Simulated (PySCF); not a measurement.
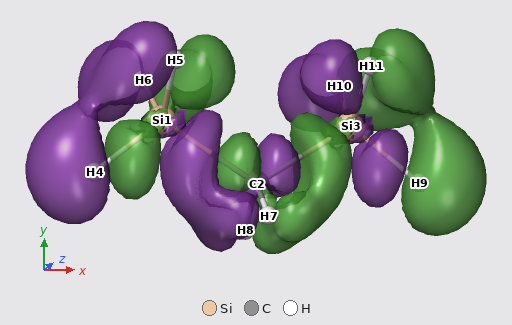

*CH₈Si₂, SMILES `[SiH3]C[SiH3]`. Change of the electron density in a uniform field of 0.21 V/Å, surfaces at ±0.0015 e/Å³ (purple: gain, green: loss).*

Level of theory: B3LYP/def2-SVPD (PySCF), at a geometry from GFN2-xTB. No frequency check shows the geometry to be a minimum.

Cartesian coordinates (Å):

```
Si1     -1.6062    0.1870    0.0003
C2       0.0000   -0.8250    0.0000
Si3      1.6062    0.1870   -0.0003
H4      -2.7591   -0.7204   -0.0023
H5      -1.6643    1.0294    1.1968
H6      -1.6647    1.0295   -1.1962
H7       0.0001   -1.4822    0.8705
H8      -0.0001   -1.4822   -0.8707
H9       2.7591   -0.7204    0.0022
H10      1.6643    1.0295   -1.1968
H11      1.6647    1.0294    1.1963
```

Q: Along which Cartesian direction does the field point?

A: Along +x: electrons gather on the −x side, against the field.

Q: What dipole is induced, and what polarisability does it imply?

A: The induced dipole is 0.83 D (along the field); α along this axis, from the fields in both directions, is 82 bohr³ (12.1 Å³).

Q: Which atoms gain and lose the most charge?

A: Electrons gather most on H4 (Hirshfeld charge changes by −0.011 e) and leave H9 most (+0.011 e); 0.066 electrons are displaced in all.

Cost of the run: 42 s on 1 thread of Arm Neoverse V1, on a shared host, peak memory 0.63 GiB.
